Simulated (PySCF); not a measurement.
Norbornadiene, C₇H₈, SMILES C12CC(C=C2)C=C1 at its GFN2-xTB optimised geometry (Å):

```
15

C      1.2210    -0.5216     1.3407
C      0.8300     0.7436     1.3410
C      0.1594     1.0070     0.0004
C     -1.0970     0.1484     0.0000
C     -0.7060    -1.1168     0.0000
C      0.8158    -1.1168     0.0000
C      1.0511     0.1194    -0.8869
H      1.6983    -1.0828     2.1212
H      0.9076     1.4760     2.1217
H      0.0319     2.0490    -0.2788
H     -2.0920     0.5495     0.0344
H     -1.3012    -2.0093     0.0344
H      1.2983    -2.0490    -0.2795
H      0.6719     0.0026    -1.9021
H      2.0920     0.4413    -0.9140
```

Level of theory: B3LYP/def2-TZVP in PySCF 2.14.0. Cells within 0.4 Å of a nucleus heavier than hydrogen are left out (blank, or x).

Map of the Laplacian of the electron density (e/bohr⁵) on the plane z = 1.2 Å:

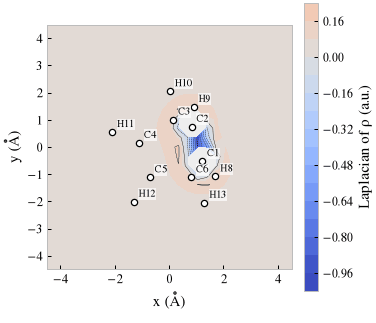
*Laplacian of the electron density (e/bohr⁵) on the plane z = 1.2 Å.*
